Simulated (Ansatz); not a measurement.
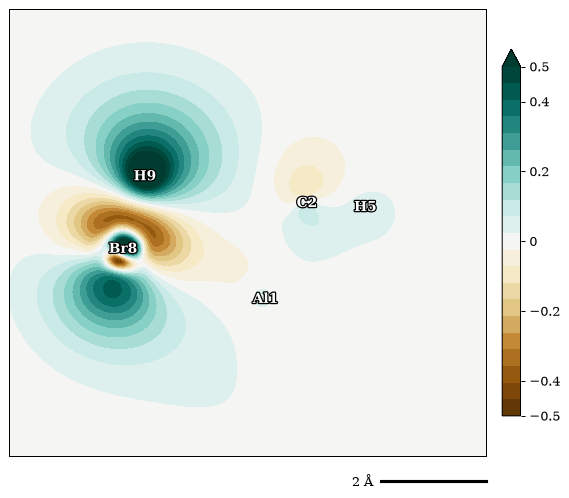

*CH6AlBr. The LUMO on the plane of atoms C2, Al1 and Br8 (values in Å⁻³ᐟ²; the overall sign is arbitrary).*

Theory: RKS PBE/def2-SVP (Ansatz).

```yaml
atoms:
  - { symbol: Al, position_ang: [-0.0047, -0.0082, 0.2635] }
  - { symbol: C, position_ang: [0.0364, 0.3366, 2.2141] }
  - { symbol: H, position_ang: [-0.9084, 0.0547, 2.7262] }
  - { symbol: H, position_ang: [0.8811, -0.1700, 2.7282] }
  - { symbol: H, position_ang: [0.1731, 1.4263, 2.3950] }
  - { symbol: H, position_ang: [1.3741, -0.1176, -0.5556] }
  - { symbol: H, position_ang: [-1.3675, 0.2211, -0.5574] }
  - { symbol: Br, position_ang: [-0.3530, -2.8393, 0.5618] }
  - { symbol: H, position_ang: [-0.3554, -2.7523, 1.9997] }
```

What is the character of this orbital?

Answer. By Hirshfeld shares it lies mainly on Br8 (about 50 %) and H9 (about 45 %). Its energy is −1.89 eV.
